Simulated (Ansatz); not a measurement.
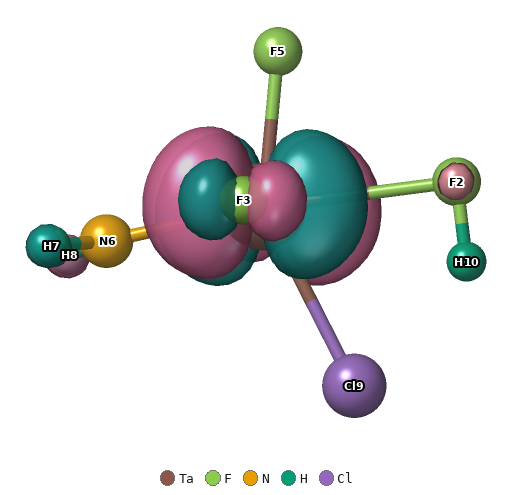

Figure 1: ClF₄H₃NTa. One frontier orbital at ±0.15 Å⁻³ᐟ² (teal and pink are the two phases), seen at a tilt.

Core potentials replace the inner electrons of Ta.

Level of theory: RKS PBE-D4/def2-SVP in Ansatz 0.2.0.

```xyz
10

Ta    0.0514   -0.5888    0.1642
F     2.1517    0.4930    0.3509
F    -0.2754   -0.2781    2.0094
F     0.4167   -0.9906   -1.6560
F    -0.3789    1.1989   -0.2646
N    -1.6009   -1.6213    0.0530
H    -2.2491   -1.7581    0.8362
H    -1.9401   -2.0766   -0.8014
Cl    1.7710   -2.2006    0.8020
H     2.5702   -0.3545    0.5942
```

Q: Which orbital is it: HOMO or LUMO?

A: The LUMO, at −3.44 eV. It lies mainly on Ta1 (about 70 %), F3 (about 10 %) and F4 (about 10 %).
